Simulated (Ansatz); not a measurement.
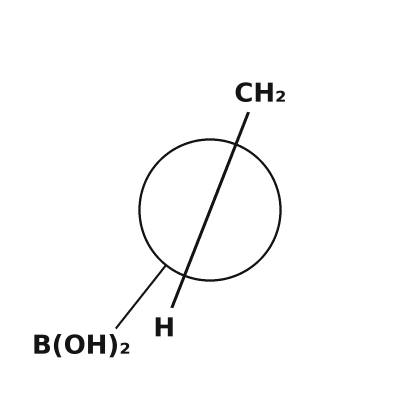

A Newman projection along the C–O bond, carbon in front; angles are drawn as computed, but eclipsed bonds slightly apart. The geometry was computed by an optimisation with PBE-D4/def2-SVP. No frequency run is at hand to confirm it as a minimum.

Question: Which molecule is it?

Answer: C2H5BO3, C=COB(O)O

Question: What is the torsion angle from the front CH2 to the back B(OH)2? The sign is positive where the front bond must turn clockwise to cover the back bond.

Answer: −179°, antiperiplanar (anti).
